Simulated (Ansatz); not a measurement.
System: Sn₄SeS₃.

Input

```
crystal:
  lattice:
    - [4.21209041, 0.0, 0.0]
    - [0.0, 4.21209041, 0.0]
    - [0.0, 0.0, 11.91359077]
  atoms:
    - { symbol: Sn, position: [0.0, 0.0, 0.0] }
    - { symbol: Sn, position: [0.5, 0.5, 0.25] }
    - { symbol: Sn, position: [0.0, 0.0, 0.5] }
    - { symbol: Sn, position: [0.5, 0.5, 0.75] }
    - { symbol: Se, position: [0.5, 0.5, 0.0] }
    - { symbol: S, position: [0.0, 0.0, 0.25] }
    - { symbol: S, position: [0.5, 0.5, 0.5] }
    - { symbol: S, position: [0.0, 0.0, 0.75] }
basis:
  ecutwfc: 420
kpoints:
  mp_grid: { grid: [8, 8, 4] }
hamiltonian:
  xc: pbe
scf:
  occupations: { method: gaussian, width: 0.02 }
output:
  forces: true
  stress: true
  eigenvalues: true
  write_density: true
  write_potential: true
  elf: true
  volumetric_format: npy
relax:
  adjacent_minimum: "off"
  f_tol: 0.01
  max_steps: 80
  cell: { stress_tol: 0.05 }
```

Run with:

```sh
ansatz run input.yaml --threads 1 --pin off --max-ram 2560MiB --backend cpu --events-out ev --progress --plain --runs-dir out
```

Below, planes, directions and counts refer to the conventional cell (a = 4.18 Å, b = 4.18 Å, c = 11.81 Å, α = 90.00°, β = 90.00°, γ = 90.00°).

The fields are those of the run's last geometry, not of the input's.

Space group P4/mmm; a structure generated by program, which may or may not match a known phase.

All numbers below come from DFT PBE, scalar-relativistic, plane waves, PAW in Ansatz 0.2.0.

### What will maps of the valence pseudo-density and electron localisation function show?

Sn–S (2.89 Å): ρ is about 0.25 e/Å³ halfway; the ELF peaks at about 0.85 in the valence shell of S, 0.8 Å from its nucleus, and drops to about 0.30 between the two atoms.
Sn–Se (2.95 Å): the density is about 0.25 e/Å³ at the midpoint; the ELF is about 0.40 at the midpoint.
Sn–S (2.95 Å): ρ at the midpoint is about 0.22 e/Å³; the ELF peaks at about 0.85 in the valence shell of S, 0.8 Å from its nucleus, and drops to about 0.30 between the two atoms.
Sn–Se (3.01 Å): ρ is about 0.22 e/Å³ halfway; the ELF is about 0.40 at the midpoint.

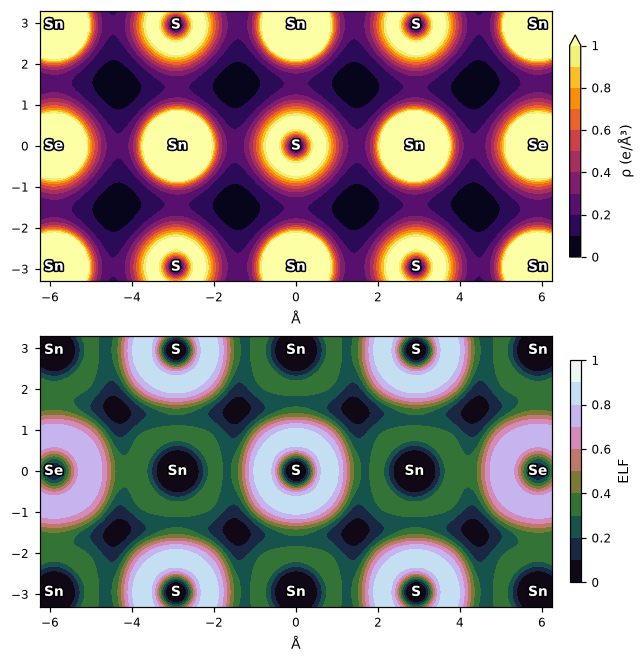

Computed valence pseudo-density and electron localisation function on the (110) plane of the conventional cell, in this order. 
